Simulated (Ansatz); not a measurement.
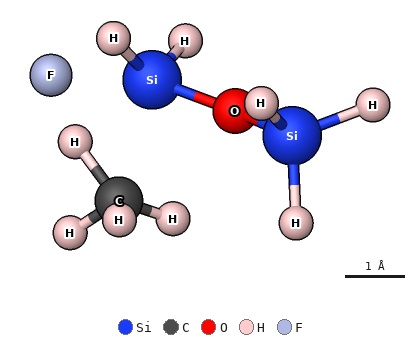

The structure as given in the input (ball-and-stick view, seen at a tilt). Bond lengths as drawn: C–H 1.10 to 1.31 Å, H–Si 1.48 to 1.49 Å and O–Si 1.65 to 1.68 Å.

## Run report: CH₉FOSi₂, frequency calculation

CH₉FOSi₂, computed with RKS B3LYP/def2-SVP (Ansatz 0.2.0).

It belongs to a series of runs on one base structure; here: vibrations at the highest image of the band.

### Input
```yaml
crystal:
  periodic: [false, false, false]
  atoms:
    - { symbol: Si, position_ang: [0.248062, 1.018941, 0.593397] }
    - { symbol: C, position_ang: [0.732412, -1.008396, 1.153595] }
    - { symbol: O, position_ang: [-0.824985, 0.409064, -0.553046] }
    - { symbol: Si, position_ang: [-1.302154, -0.093112, -2.050781] }
    - { symbol: H, position_ang: [1.228873, 1.709769, -0.275347] }
    - { symbol: H, position_ang: [-0.701872, 1.702735, 1.493268] }
    - { symbol: H, position_ang: [1.275478, 0.038876, 1.729343] }
    - { symbol: F, position_ang: [1.564608, 1.193762, 2.021362] }
    - { symbol: H, position_ang: [-0.30002, -1.330632, 1.339079] }
    - { symbol: H, position_ang: [1.084599, -1.369297, 0.178669] }
    - { symbol: H, position_ang: [1.361239, -1.503324, 1.92157] }
    - { symbol: H, position_ang: [-0.389553, 0.431015, -3.112278] }
    - { symbol: H, position_ang: [-2.686719, 0.386376, -2.322312] }
    - { symbol: H, position_ang: [-1.290069, -1.585675, -2.116422] }
basis:
  gaussian: { orbitals: def2-SVP }
hamiltonian:
  xc: b3lyp
phonons: {}
```

Launched with:
```bash
ansatz run input.yaml --threads 4 --pin off --max-ram 5120MiB --backend cpu --events-out ev --progress --plain --runs-dir out
```

### The program's output
```
Engine: ansatz 0.2.0, aarch64-unknown-linux-gnu
Functional definition: B3LYP
  parameter a0 = 0.2
  parameter ax = 0.72
  parameter ac = 0.81
  exchange = (1 - a0 - ax)*slater_x + ax*b88_x + a0*exact_x
  correlation = (1 - ac)*vwn_rpa_c + ac*lyp_c
1285 factors; integrals over basis functions are off by at most 3.4e-4 eV
mean field evaluation 1: about -21686.8439 eV, gradient 6.7e1 eV
mean field evaluation 2: about -21673.5715 eV, gradient 1.1e2 eV
mean field evaluation 4: about -21695.2268 eV, gradient 4.3e0 eV
mean field evaluation 8: about -21695.2676 eV, gradient 5.9e-2 eV
mean field -21695.26759616 eV, -797.2863785782 hartree, gradient 2.4e-5 eV, S^2 0.000000; 0 other end points of the search recorded, 0 dependent functions left out
the calculation of the forces begins
reference -21695.26789045 eV, -797.2863893931 hartree; 30, 30 occupied and 93, 93 virtual orbitals, 1285 factors
these checks for a lower state are left out or cut short: stability, starts, cluster_reference, orbital_swaps, neighbouring_geometries, increment
1285 factors; integrals over basis functions are off by at most 3.4e-4 eV
mean field evaluation 16: about -21695.2663 eV, gradient 1.7e-1 eV
mean field -21695.26753406 eV, -797.2863762963 hartree, gradient 2.3e-6 eV, S^2 0.000000; 0 other end points of the search recorded, 0 dependent functions left out
[... from here on the field's lines of each further geometry are left out, up to the last ...]
the calculation of the forces begins
reference -21695.26788010 eV, -797.2863890131 hartree; 30, 30 occupied and 93, 93 virtual orbitals, 1285 factors
these checks for a lower state are left out or cut short: stability, starts, cluster_reference, orbital_swaps, neighbouring_geometries, increment
1285 factors; integrals over basis functions are off by at most 3.4e-4 eV
mean field -21695.26759126 eV, -797.2863783981 hartree, gradient 6.4e-6 eV, S^2 0.000000; 0 other end points of the search recorded, 0 dependent functions left out
the calculation of the forces begins
reference -21695.26788555 eV, -797.2863892133 hartree; 30, 30 occupied and 93, 93 virtual orbitals, 1285 factors
WARN: phonons: modes at or below zero, which the zero-point energy, F, S and C_V leave out: 1, the lowest at -979.65 cm⁻¹. A minimum has none, and a first-order saddle one
Total energy: -21695.26789045 eV, -797.2863893931 hartree
Atom 0 at     0.248062     1.018941     0.593397 Å, force     0.018350     0.003786     0.001767 eV/Å
Atom 1 at     0.732412    -1.008396     1.153595 Å, force    -0.003695     0.000733     0.003952 eV/Å
Atom 2 at    -0.824985     0.409064    -0.553046 Å, force    -0.033950    -0.006130     0.022197 eV/Å
Atom 3 at    -1.302154    -0.093112    -2.050781 Å, force     0.014756     0.000212    -0.016058 eV/Å
Atom 4 at     1.228873     1.709769    -0.275347 Å, force     0.000062     0.000132    -0.001145 eV/Å
Atom 5 at    -0.701872     1.702735     1.493268 Å, force     0.000051    -0.000320     0.000079 eV/Å
Atom 6 at     1.275478     0.038876     1.729343 Å, force     0.001455    -0.000648    -0.001708 eV/Å
Atom 7 at     1.564608     1.193762     2.021362 Å, force     0.000981     0.000630    -0.008276 eV/Å
Atom 8 at    -0.300020    -1.330632     1.339079 Å, force    -0.000323    -0.000142    -0.000108 eV/Å
Atom 9 at     1.084599    -1.369297     0.178669 Å, force    -0.000141    -0.000255     0.000113 eV/Å
Atom 10 at     1.361239    -1.503324     1.921570 Å, force    -0.000234    -0.000124     0.000405 eV/Å
Atom 11 at    -0.389553     0.431015    -3.112278 Å, force     0.000180     0.003273     0.000377 eV/Å
Atom 12 at    -2.686719     0.386376    -2.322312 Å, force     0.001281    -0.001130    -0.000508 eV/Å
Atom 13 at    -1.290069    -1.585675    -2.116422 Å, force     0.001226    -0.000018    -0.001087 eV/Å
Dipole moment:    -0.001325    -0.395932    -0.045107 e Å
Vibrations: -979.65 30.06 39.84 47.81 166.82 256.36 283.72 383.52 435.45 443.89 579.38 589.83 706.28 738.20 740.54 806.45 906.52 956.74 958.98 959.66 986.70 1057.60 1121.18 1232.61 1258.00 1392.57 1417.35 1712.26 2204.96 2210.84 2231.19 2254.72 2295.88 3012.63 3122.01 3186.06 cm⁻¹, zero-point energy 2.524727 eV
```

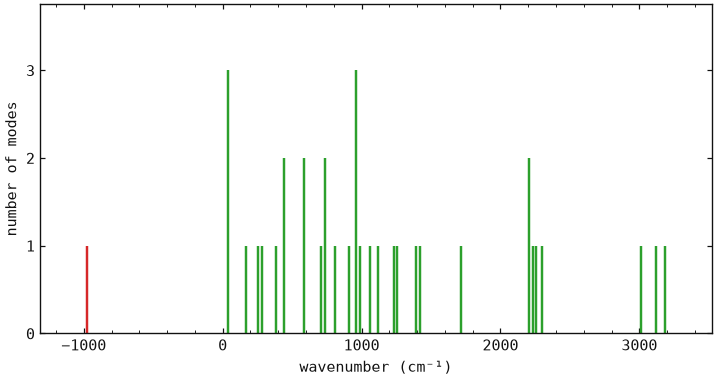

Harmonic vibrational wavenumbers from the force constants; neighbouring modes closer than 19 cm⁻¹ are counted in one stick, and imaginary ones are drawn at negative wavenumbers. 36 modes from 980i to 3186 cm⁻¹, 1 imaginary beyond 8i (980i cm⁻¹): a first-order saddle point, if the geometry is stationary.

### Key numbers

| quantity | value |
| --- | --- |
| outcome | converged |
| total energy | −21695.2679 eV |
| mean-field energy | −21695.2679 eV |
| largest force (length of the vector) | 0.041 eV/Å |
| hardware | 4 threads of Arm Neoverse N1, 16 GiB of memory available, shared host |
| wall time | 3.1 min (CPU time 12 min) |
| peak memory | 0.3 GiB |
